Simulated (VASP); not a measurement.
# A VASP study of Gallium (PBEsol): structure first, properties next, part 5 of 5

Wanted: the relaxed cell of Gallium and its properties. The start is a cell from a database of measured crystal structures.

VASP 6.6.1; PBEsol; plane waves and PAW (Ga_d).

So far. Step 6 (Density of states (PBEsol)): The finer mesh and the other smearing move the Fermi level by -0.04 eV from the 5×5×5 run, a small shift, which tests the Fermi level alone. Of the states within 0.3 eV of the Fermi level, the largest shares in the PAW spheres are Ga p 45 %, Ga s 8 % and Ga d 5 %. The rest lies in smaller channels or between the spheres. The relaxed cell has a, b, c = 4.497, 7.512, 4.479 Å (conventional setting).

**8. Vibrations at Γ (PBEsol)**

Zone-centre modes test whether the atoms sit at a minimum within this cell. IBRION = 8 takes the force constants from linear response, which needs tightly converged orbitals.

INCAR reads:

```
SYSTEM = Ga
PREC = Accurate
ENCUT = 400
EDIFF = 1E-08
NELM = 100
ISMEAR = 1
SIGMA = 0.2
LREAL = .FALSE.
ALGO = Normal
GGA = PS
NBANDS = 32
LORBIT = 11
LWAVE = .FALSE.
LCHARG = .FALSE.
KPAR = 4
IBRION = 8
ISIF = 2
```

POSCAR reads:

```
Ga
1.0
    2.2483898121     -3.7560758114      0.0000000000
    2.2483898121      3.7560758114      0.0000000000
    0.0000000000      0.0000000000      4.4791184990
Ga
4
Direct
    0.8435631203      0.1564368797      0.0867302800
    0.6564368797      0.3435631203      0.5867302800
    0.1564368797      0.8435631203      0.9132697200
    0.3435631203      0.6564368797      0.4132697200
```

KPOINTS reads:

```
Automatic mesh
0
Gamma
10 10 9
0 0 0
```

The projector-augmented-wave data sets are Ga_d (PBE family, release 64).

The run is started by

```bash
mpirun -np 4 vasp_std
```

Log:

```text
[... set-up lines as in an earlier step ...]
 entering main loop
       N       E                     dE             d eps       ncg     rms          rms(c)
DAV:   1     0.323660695597E+03    0.32366E+03   -0.22488E+04 10088   0.267E+03
DAV:   2     0.229845725173E+02   -0.30068E+03   -0.29481E+03 10456   0.501E+02
DAV:   3    -0.126490727371E+02   -0.35634E+02   -0.35377E+02 11296   0.139E+02
DAV:   4    -0.135826382314E+02   -0.93357E+00   -0.93250E+00 11224   0.272E+01
DAV:   5    -0.136025608537E+02   -0.19923E-01   -0.19918E-01 12096   0.395E+00    0.279E+00
DAV:   6    -0.134347119706E+02    0.16785E+00   -0.35584E-01 12096   0.852E+00    0.144E+00
DAV:   7    -0.133990117126E+02    0.35700E-01   -0.80764E-02 14056   0.313E+00    0.367E-01
DAV:   8    -0.133954777125E+02    0.35340E-02   -0.16660E-02 11272   0.145E+00    0.468E-02
DAV:   9    -0.133955670580E+02   -0.89345E-04   -0.10679E-03 11608   0.370E-01    0.257E-02
DAV:  10    -0.133955671453E+02   -0.87299E-07   -0.23787E-04 11744   0.185E-01    0.518E-03
DAV:  11    -0.133955676305E+02   -0.48516E-06   -0.41630E-05 11864   0.820E-02    0.548E-03
DAV:  12    -0.133955668139E+02    0.81658E-06   -0.96526E-06 11928   0.383E-02    0.543E-04
DAV:  13    -0.133955669640E+02   -0.15005E-06   -0.11514E-06 13768   0.766E-03    0.326E-04
DAV:  14    -0.133955669395E+02    0.24414E-07   -0.43998E-08  9992   0.137E-03    0.163E-04
DAV:  15    -0.133955669280E+02    0.11563E-07   -0.51058E-09  6904   0.791E-04    0.801E-05
DAV:  16    -0.133955669157E+02    0.12282E-07   -0.12464E-09  6304   0.308E-04    0.206E-05
DAV:  17    -0.133955669157E+02   -0.27285E-10   -0.39803E-10  5880   0.230E-04
   1 F= -.13395567E+02 E0= -.13395847E+02  d E =0.839494E-03
 Linear response reoptimize wavefunctions to high precision
DAV:   1    -0.133955669156E+02    0.14370E-09   -0.11071E-10  5960   0.970E-05
DAV:   2    -0.133955669156E+02   -0.27285E-10   -0.43214E-11  5528   0.659E-05
 Linear response DOF=           3
 Linear response progress:
  Degree of freedom:   1/  3
       N       E                     dE             d eps       ncg     rms          rms(c)
RMM:   1    -0.166281278960E+00   -0.16628E+00    0.82987E-02 38608   0.538E+00
RMM:   2    -0.166503155701E+00   -0.22188E-03   -0.39888E-02 50894   0.127E+00    0.438E-02
RMM:   3    -0.166392987311E+00    0.11017E-03   -0.43251E-03 52247   0.422E-01    0.271E-02
RMM:   4    -0.166350615805E+00    0.42372E-04   -0.90456E-04 53905   0.165E-01    0.452E-03
RMM:   5    -0.166340561231E+00    0.10055E-04   -0.10797E-04 54299   0.606E-02    0.256E-03
RMM:   6    -0.166346663553E+00   -0.61023E-05   -0.73310E-05 54885   0.245E-02    0.810E-04
RMM:   7    -0.166343108534E+00    0.35550E-05   -0.91790E-06 55010   0.103E-02    0.779E-04
RMM:   8    -0.166348210099E+00   -0.51016E-05   -0.56628E-06 54644   0.450E-03    0.111E-04
RMM:   9    -0.166349862134E+00   -0.16520E-05   -0.64979E-06 55339   0.201E-03    0.440E-05
RMM:  10    -0.166349247473E+00    0.61466E-06   -0.65503E-08 55592   0.944E-04    0.177E-05
RMM:  11    -0.166349612765E+00   -0.36529E-06   -0.11111E-06 55156   0.457E-04    0.100E-05
RMM:  12    -0.166349725794E+00   -0.11303E-06   -0.47646E-08 55284   0.232E-04    0.425E-06
RMM:  13    -0.166349746955E+00   -0.21161E-07   -0.19906E-07 54921   0.121E-04    0.176E-06
RMM:  14    -0.166349773968E+00   -0.27013E-07   -0.29439E-08 55548   0.676E-05    0.160E-06
RMM:  15    -0.166349751045E+00    0.22923E-07   -0.23114E-08 54873   0.403E-05    0.139E-06
RMM:  16    -0.166349777297E+00   -0.26252E-07   -0.15666E-08 54285   0.270E-05    0.375E-07
RMM:  17    -0.166349770916E+00    0.63805E-08    0.24743E-09 48084   0.193E-05    0.266E-07
 first order change of Fermi-energy  -0.45784E-03
 force on displaced ion       1 direction 1 :  -3.326  -0.004   0.001
 Linear response progress:
  Degree of freedom:   2/  3
       N       E                     dE             d eps       ncg     rms          rms(c)
RMM:   1    -0.167655045325E+00   -0.16766E+00    0.48772E-02 21647   0.548E+00
RMM:   2    -0.165983919601E+00    0.16711E-02   -0.37344E-02 28117   0.132E+00    0.467E-02
RMM:   3    -0.166074299320E+00   -0.90380E-04   -0.37837E-03 29203   0.421E-01    0.281E-02
RMM:   4    -0.165970074880E+00    0.10422E-03   -0.60501E-04 29277   0.164E-01    0.650E-03
RMM:   5    -0.165991832435E+00   -0.21758E-04   -0.16815E-04 29651   0.682E-02    0.327E-03
RMM:   6    -0.165993181575E+00   -0.13491E-05   -0.35163E-05 30611   0.255E-02    0.153E-03
RMM:   7    -0.165998734958E+00   -0.55534E-05   -0.12096E-05 26166   0.109E-02    0.517E-04
RMM:   8    -0.166000333069E+00   -0.15981E-05   -0.20874E-06 28421   0.587E-03    0.163E-04
RMM:   9    -0.166002758305E+00   -0.24252E-05   -0.20047E-06 30432   0.247E-03    0.723E-05
RMM:  10    -0.166002131193E+00    0.62711E-06   -0.13964E-07 29859   0.106E-03    0.457E-05
RMM:  11    -0.166002524813E+00   -0.39362E-06   -0.15985E-07 30575   0.502E-04    0.210E-05
RMM:  12    -0.166002900341E+00   -0.37553E-06   -0.32833E-07 27365   0.271E-04    0.947E-06
RMM:  13    -0.166002826961E+00    0.73380E-07   -0.11726E-08 27649   0.155E-04    0.792E-06
RMM:  14    -0.166002982783E+00   -0.15582E-06   -0.12718E-07 31207   0.839E-05    0.243E-06
RMM:  15    -0.166002952906E+00    0.29877E-07   -0.10723E-08 30052   0.443E-05    0.546E-07
RMM:  16    -0.166002955526E+00   -0.26199E-08   -0.17890E-08 29804   0.272E-05    0.671E-07
 first order change of Fermi-energy  -0.20665E+00
 force on displaced ion       1 direction 2 :   0.000  -6.642  -1.189
 Linear response progress:
  Degree of freedom:   3/  3
       N       E                     dE             d eps       ncg     rms          rms(c)
RMM:   1    -0.168751374616E+00   -0.16875E+00    0.70399E-02 21385   0.547E+00
RMM:   2    -0.167281577570E+00    0.14698E-02   -0.39461E-02 27984   0.135E+00    0.424E-02
RMM:   3    -0.167365327440E+00   -0.83750E-04   -0.43852E-03 28989   0.456E-01    0.258E-02
RMM:   4    -0.167320295632E+00    0.45032E-04   -0.94127E-04 29442   0.185E-01    0.735E-03
RMM:   5    -0.167333547343E+00   -0.13252E-04   -0.88010E-05 29727   0.728E-02    0.386E-03
RMM:   6    -0.167346241566E+00   -0.12694E-04   -0.92311E-06 30427   0.273E-02    0.153E-03
RMM:   7    -0.167353966277E+00   -0.77247E-05   -0.77996E-06 26885   0.112E-02    0.631E-04
RMM:   8    -0.167356794572E+00   -0.28283E-05    0.12033E-06 28029   0.606E-03    0.170E-04
RMM:   9    -0.167358351091E+00   -0.15565E-05    0.14557E-06 30933   0.262E-03    0.561E-05
RMM:  10    -0.167358869203E+00   -0.51811E-06    0.14195E-08 28918   0.108E-03    0.161E-05
RMM:  11    -0.167358996350E+00   -0.12715E-06   -0.40620E-08 30714   0.499E-04    0.903E-06
RMM:  12    -0.167359180243E+00   -0.18389E-06    0.23094E-07 28935   0.239E-04    0.120E-05
RMM:  13    -0.167359105959E+00    0.74284E-07   -0.47439E-08 28856   0.132E-04    0.605E-06
RMM:  14    -0.167359162752E+00   -0.56793E-07    0.22502E-08 31512   0.682E-05    0.202E-06
RMM:  15    -0.167359188077E+00   -0.25324E-07    0.25122E-08 29738   0.374E-05    0.830E-07
RMM:  16    -0.167359198454E+00   -0.10377E-07   -0.72379E-09 26914   0.248E-05    0.274E-07
RMM:  17    -0.167359204940E+00   -0.64858E-08    0.11476E-09 28993   0.180E-05    0.204E-07
 first order change of Fermi-energy  -0.11284E+00
 force on displaced ion       1 direction 3 :   0.000  -1.200  -4.839
 Linear response finished
```

It took 6.3 min on 4 MPI ranks of Intel Xeon 6975P-C (Granite Rapids), shared host; peak memory 5 GiB; 25 min of CPU time.

OUTCAR, selected parts (step 8):

```text
   k-points           NKPTS =    155   k-points in BZ     NKDIM =    155   number of bands    NBANDS=     32

   NELECT =      52.0000    total number of electrons

  Total       -0.1008881      0.3343832     -0.0164014      0.0000000      0.0000000      0.0000000
  in kB       -2.1365935      7.0815207     -0.3473455      0.0000000      0.0000000      0.0000000
  external PRESSURE =       1.5325272 kB  Pullay stress =       0.0000000 kB

 POSITION                                       TOTAL-FORCE (eV/Angst)
 -----------------------------------------------------------------------------------
      2.24839     -2.58090      0.38848         0.000000     -0.029845     -0.014535
      2.24839     -1.17518      2.62803         0.000000      0.029845     -0.014535
      2.24839      2.58090      4.09064         0.000000      0.029845      0.014535
      2.24839      1.17518      1.85108         0.000000     -0.029845      0.014535
 -----------------------------------------------------------------------------------
    total drift:                               -0.000000      0.000000     -0.000000

 Eigenvectors and eigenvalues of the dynamical matrix
 ----------------------------------------------------

   1 f  =    7.061293 THz    44.367411 2PiTHz  235.539372 cm-1    29.203147 meV
             X         Y         Z           dx          dy          dz
      2.248390 -2.580898  0.388475    -0.000000   -0.490437   -0.097324
      2.248390 -1.175178  2.628034    -0.000000    0.490437   -0.097324
      2.248390  2.580898  4.090643     0.000000    0.490437    0.097324
      2.248390  1.175178  1.851084     0.000000   -0.490437    0.097324

   2 f  =    6.443640 THz    40.486583 2PiTHz  214.936690 cm-1    26.648741 meV
             X         Y         Z           dx          dy          dz
      2.248390 -2.580898  0.388475     0.000000   -0.427025   -0.260096
      2.248390 -1.175178  2.628034     0.000000   -0.427025    0.260096
      2.248390  2.580898  4.090643     0.000000    0.427025    0.260096
      2.248390  1.175178  1.851084    -0.000000    0.427025   -0.260096

   3 f  =    5.687515 THz    35.735711 2PiTHz  189.715080 cm-1    23.521661 meV
             X         Y         Z           dx          dy          dz
      2.248390 -2.580898  0.388475     0.500000   -0.000000   -0.000000
      2.248390 -1.175178  2.628034     0.500000    0.000000    0.000000
      2.248390  2.580898  4.090643    -0.500000    0.000000   -0.000000
      2.248390  1.175178  1.851084    -0.500000    0.000000    0.000000

   4 f  =    5.584893 THz    35.090917 2PiTHz  186.291977 cm-1    23.097251 meV
             X         Y         Z           dx          dy          dz
      2.248390 -2.580898  0.388475    -0.000000    0.000791   -0.499999
      2.248390 -1.175178  2.628034    -0.000000    0.000791    0.499999
      2.248390  2.580898  4.090643     0.000000    0.000791   -0.499999
      2.248390  1.175178  1.851084     0.000000    0.000791    0.499999

   5 f  =    4.651429 THz    29.225789 2PiTHz  155.154965 cm-1    19.236755 meV
             X         Y         Z           dx          dy          dz
      2.248390 -2.580898  0.388475    -0.000000   -0.260096    0.427025
      2.248390 -1.175178  2.628034     0.000000   -0.260096   -0.427025
      2.248390  2.580898  4.090643    -0.000000    0.260096   -0.427025
      2.248390  1.175178  1.851084     0.000000    0.260096    0.427025

   6 f  =    3.397255 THz    21.345582 2PiTHz  113.320224 cm-1    14.049911 meV
             X         Y         Z           dx          dy          dz
      2.248390 -2.580898  0.388475     0.500000   -0.000000    0.000000
      2.248390 -1.175178  2.628034    -0.500000    0.000000   -0.000000
      2.248390  2.580898  4.090643     0.500000   -0.000000    0.000000
      2.248390  1.175178  1.851084    -0.500000    0.000000    0.000000

   7 f  =    2.951999 THz    18.547954 2PiTHz   98.468075 cm-1    12.208480 meV
             X         Y         Z           dx          dy          dz
      2.248390 -2.580898  0.388475     0.000000    0.499999   -0.000878
      2.248390 -1.175178  2.628034    -0.000000   -0.499999   -0.000878
      2.248390  2.580898  4.090643     0.000000    0.499999   -0.000878
      2.248390  1.175178  1.851084     0.000000   -0.499999   -0.000878

   8 f  =    2.837718 THz    17.829906 2PiTHz   94.656071 cm-1    11.735852 meV
             X         Y         Z           dx          dy          dz
      2.248390 -2.580898  0.388475     0.000000    0.097324   -0.490437
      2.248390 -1.175178  2.628034     0.000000   -0.097324   -0.490437
      2.248390  2.580898  4.090643    -0.000000   -0.097324    0.490437
      2.248390  1.175178  1.851084     0.000000    0.097324    0.490437

   9 f  =    1.656863 THz    10.410380 2PiTHz   55.267015 cm-1     6.852233 meV
             X         Y         Z           dx          dy          dz
      2.248390 -2.580898  0.388475    -0.500000    0.000000    0.000000
      2.248390 -1.175178  2.628034     0.500000    0.000000   -0.000000
      2.248390  2.580898  4.090643     0.500000    0.000000    0.000000
      2.248390  1.175178  1.851084    -0.500000    0.000000    0.000000

  10 f/i=    0.000000 THz     0.000000 2PiTHz    0.000001 cm-1     0.000000 meV
             X         Y         Z           dx          dy          dz
      2.248390 -2.580898  0.388475     0.500000    0.000000   -0.000000
      2.248390 -1.175178  2.628034     0.500000    0.000000   -0.000000
      2.248390  2.580898  4.090643     0.500000    0.000000   -0.000000
      2.248390  1.175178  1.851084     0.500000    0.000000   -0.000000

  11 f/i=    0.005181 THz     0.032555 2PiTHz    0.172830 cm-1     0.021428 meV
             X         Y         Z           dx          dy          dz
      2.248390 -2.580898  0.388475     0.000000    0.000878    0.499999
      2.248390 -1.175178  2.628034     0.000000   -0.000878    0.499999
      2.248390  2.580898  4.090643     0.000000    0.000878    0.499999
      2.248390  1.175178  1.851084     0.000000   -0.000878    0.499999

  12 f/i=    0.008838 THz     0.055530 2PiTHz    0.294801 cm-1     0.036551 meV
             X         Y         Z           dx          dy          dz
      2.248390 -2.580898  0.388475     0.000000   -0.499999   -0.000791
      2.248390 -1.175178  2.628034     0.000000   -0.499999    0.000791
      2.248390  2.580898  4.090643     0.000000   -0.499999   -0.000791
      2.248390  1.175178  1.851084     0.000000   -0.499999    0.000791

 ELASTIC MODULI CONTR FROM IONIC RELAXATION (kBar)
 Direction    XX          YY          ZZ          XY          YZ          ZX
 --------------------------------------------------------------------------------
 XX        -126.3327    201.9103    -95.0996      0.0000     -0.0000      0.0000
 YY         201.9103   -322.8974    149.6591     -0.0000      0.0000     -0.0000
 ZZ         -95.0996    149.6591    -99.4210      0.0000      0.0000     -0.0000
 XY           0.0000     -0.0000      0.0000    -40.9252      0.0000      0.0000
 YZ           0.0000     -0.0000      0.0000      0.0000   -187.7532      0.0000
 ZX           0.0000     -0.0000     -0.0000      0.0000      0.0000    -13.8459
 --------------------------------------------------------------------------------

[... 7 parts as in an earlier step ...]

[... 3 further parts left out ...]
```

Energies printed during the response cycles are not total energies of the cell.

This step gave:

```yaml
irreducible_k_points: 155
pressure_of_the_cell: 0.1533 GPa
largest_force_of_the_cell: 0.03320 eV/Å
fermi_energy: 5.119 eV
```

Modes at Γ:

```csv
mode,frequency (cm⁻¹),symmetry
1,-0.3,acoustic
2,-0.2,acoustic
3,0.0,acoustic
4,55.3,Bg
5,94.7,Ag
6,98.5,Bu
7,113.3,Au
8,155.2,Bg
9,186.3,Bu
10,189.7,Bg
11,214.9,Bg
12,235.5,Ag
```

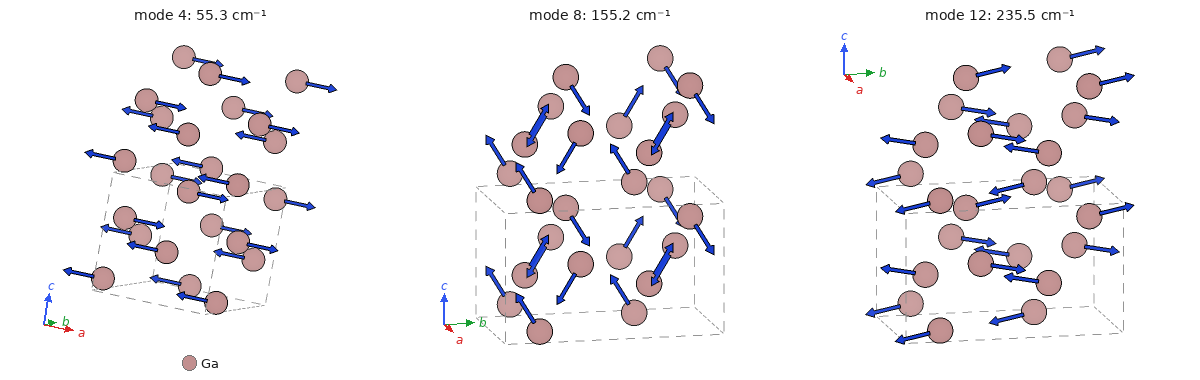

Displacement patterns of modes 4, 8 and 12 at Γ; arrows are exaggerated. 1×1×2 conventional cells are drawn. Some periodic images of atoms are drawn too.

The three acoustic modes lie within 0.3 cm⁻¹ of zero, and all others are real. By the characters of their eigenvectors the optical modes sort into (cm⁻¹) Raman active: Bg 55, Ag 95, Bg 155, Bg 190, Bg 215, Ag 236; infrared active: Bu 98, Bu 186; silent: Au 113. B labels carry no number here, since it depends on the setting of the axes. With a centre of inversion no mode is active in both.

**9. What came out**

```yaml
relaxed_volume: 18.91 Å³/atom
relaxed_conventional_cell_a_b_c: 4.497, 7.512, 4.479 Å
space_group_after_relaxing_within_0p02_a: Cmce (No. 64)
band_gap: none, a metal
dos_at_the_fermi_level: 0.386 states/eV/cell
largest_field_gradient_vzz: -42.42 V/Å² on Ga1
highest_zone_centre_mode: 236 cm⁻¹
```

**Reading.** With PBEsol, Gallium relaxes to 18.91 Å³/atom in space group Cmce (held by the symmetry of the run) and comes out as a metal. Against the listed cell the volume lies -3.5 % (a -0.6 %, b -1.9 %, c -1.0 %). Band structure (PBEsol): Of the bands kept, 4 cross the Fermi level on this path. Vibrations at Γ (PBEsol): The highest mode in this list at Γ lies at 235.5 cm⁻¹. Spin-orbit coupling is left out; it would split some degenerate bands. The k-sampling is coarse for a metal, so the Fermi level, pressures and the shape of the cell carry errors. Modes at Γ alone can't show that the crystal is stable at other wave vectors. No search among competing phases was made. All values are for a static lattice at zero temperature.

[Lines on the potential files, build, host, timing and source positions are cut from VASP's logs without a mark.]

[Logs are printed without paths, hosts, clocks, repeated set-up lines and the standing remarks that a program may print on its own settings, such as how far it seeks lower states.]

[Hosts, paths, dates, database ids (printed as entryN), source tags and the programs' standing remarks are cut or masked in the printed files.]

[A measured line is paired with the nearest computed mode of its activity, which favours agreement.]
